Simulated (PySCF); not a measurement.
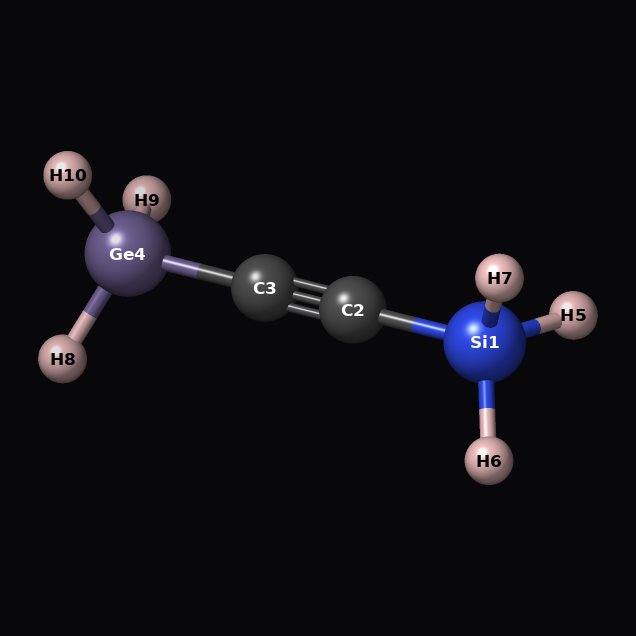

Computed geometry: PBE0-D3(BJ)/def2-SVP optimisation. No frequency run is at hand to confirm it as a minimum. Level of theory: delta-SCF UKS SCAN, pcX-2 on the ionised atom, pcseg-1 elsewhere, spin-free X2C (PySCF 2.14.0).

Give the core-electron binding energies (to vacuum; p and d levels without spin–orbit splitting) of Si1 1s, Si1 2p, C2 1s, C3 1s.

```
atom  level  binding energy (eV)
 Si1     1s               1847.0
 Si1     2p                107.3
  C2     1s                289.8
  C3     1s                290.0
```
